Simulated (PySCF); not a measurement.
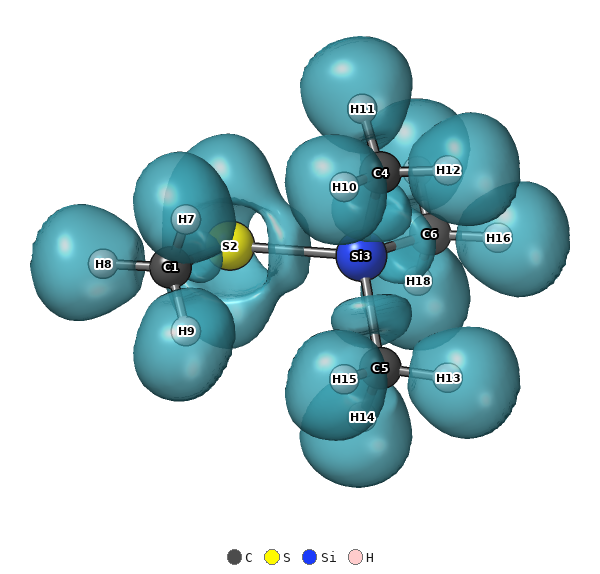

*C4H12SSi. Isosurface of the electron localisation function at 0.8 (cyan), seen at an oblique angle. Core shells and regions of very low density are left out.*

Geometry: GFN2-xTB.

These are results of B97-2/pcSseg-1, SCF density, in a chloroform solvent model, non-relativistic in PySCF, not measurements.

```xyz
18

C     2.4973    0.8365   -0.2685
S     1.6507   -0.0162    1.0994
Si   -0.3552   -0.2247    0.2760
C    -1.0749    1.5036   -0.0920
C    -0.2805   -1.2540   -1.3288
C    -1.3425   -1.1161    1.6293
H     2.0210    1.7934   -0.4549
H     3.5234    0.9900    0.0481
H     2.4741    0.2158   -1.1581
H    -0.5509    1.9922   -0.9091
H    -1.0088    2.1522    0.7772
H    -2.1212    1.4339   -0.3732
H    -1.2794   -1.4902   -1.6823
H     0.2448   -2.1920   -1.1713
H     0.2286   -0.7206   -2.1271
H    -2.3706   -1.2705    1.3188
H    -1.3531   -0.5410    2.5495
H    -0.9115   -2.0860    1.8555
```

Identify the bonds, lone pairs and shells in this picture.

At this value the surface marks out one region between bonded C–S atoms (shared pairs), three regions between bonded C–Si atoms (shared pairs), twelve regions around hydrogen nuclei and one region on S in which the atom's valence shell and bonds are merged.

Values along the shortest contacts:
C–S (1.82 Å): the ELF peaks at about 0.90 between the atoms, as expected for a shared electron pair. C–Si (1.90 Å): the ELF peaks at about 0.95 between the atoms (a shared electron pair).
